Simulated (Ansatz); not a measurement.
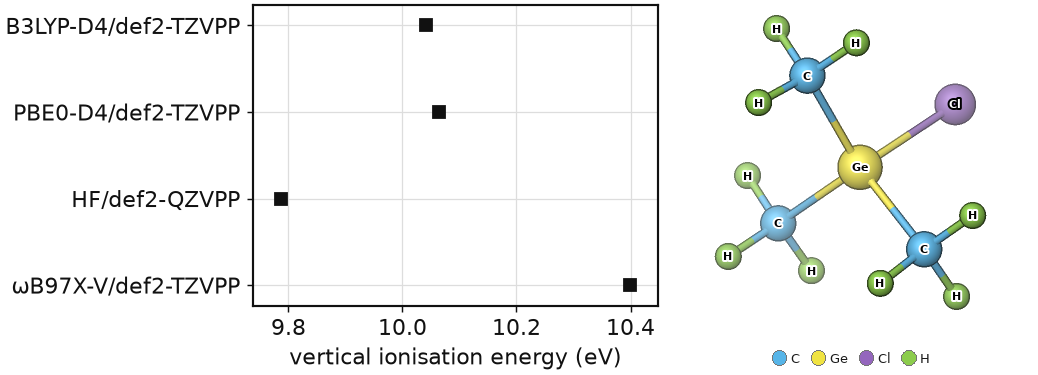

Vertical ionisation energy of C₃H₉ClGe, SMILES [CH3][Ge]([CH3])([CH3])[Cl], singlet, taken as the energy of the cation less that of the neutral at fixed geometry (unrestricted doublet cation, cores frozen in correlated methods, no spin-orbit coupling), the Ansatz code, at a PBE0-D4/def2-TZVP geometry (a minimum by its frequencies).

Q: What range do the values span?

A: From 9.79 eV (HF/def2-QZVPP) to 10.40 eV (ωB97X-V/def2-TZVPP).

Q: Give the values.

A:
```tsv
level	eV
B3LYP-D4/def2-TZVPP	10.04
PBE0-D4/def2-TZVPP	10.06
HF/def2-QZVPP	9.79
ωB97X-V/def2-TZVPP	10.40
```

Limits of at least one run: no scalar relativity up to krypton; outer-core shells are correlated without core-valence functions, which makes the correlated values less sure.
